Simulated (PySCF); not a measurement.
```xyz
22

C     3.0535    0.4590    0.0382
C     2.0384   -0.3089    0.3895
C     0.7275    0.2021    0.8934
C    -0.4480    0.0359   -0.1066
C    -0.6116   -1.4453   -0.4695
C    -0.1208    0.8177   -1.3872
B    -1.7552    0.6685    0.5843
N    -2.8476   -0.1052    0.9090
H     3.9855    0.0513   -0.3172
H     2.9968    1.5340    0.0944
H     2.1354   -1.3849    0.3247
H     0.4716   -0.3324    1.8128
H     0.8237    1.2619    1.1352
H     0.2514   -1.8099   -1.0232
H    -1.4893   -1.5856   -1.0986
H    -0.7234   -2.0549    0.4260
H     0.0142    1.8736   -1.1654
H    -0.9328    0.7228   -2.1058
H     0.7935    0.4446   -1.8466
H    -1.7911    1.8138    0.8368
H    -2.9021   -1.0945    0.7309
H    -3.6800    0.2561    1.3441
```

Geometry: GFN2-xTB.

Method: PBE0/pcSseg-1, SCF density, gas phase, non-relativistic (PySCF).

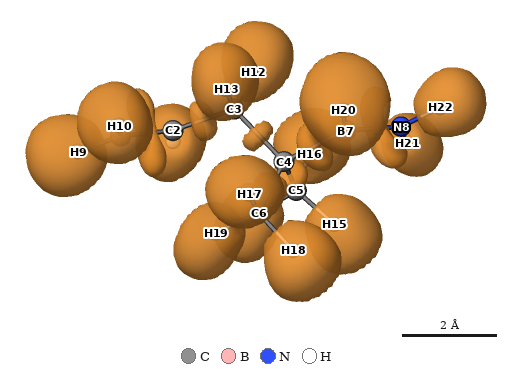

C6H14BN (SMILES C=CCC(C)(C)BN). Isosurface of the electron localisation function at 0.85 (orange), seen from one side. Core shells and regions of very low density are left out.

Question: Describe the localisation domains.

Answer: The ELF exceeds this value in one region between bonded B–C atoms (shared pairs), one region between bonded B–N atoms (shared pairs), five regions between bonded C–C atoms (shared pairs) and 14 regions around hydrogen nuclei.

Values along the shortest contacts:
C–C (1.32 Å): the ELF peaks at about 0.90 between the atoms; a multiple bond. B–N (1.38 Å): the ELF peaks at about 0.95 between the atoms, as expected for a short, strongly polar bond.
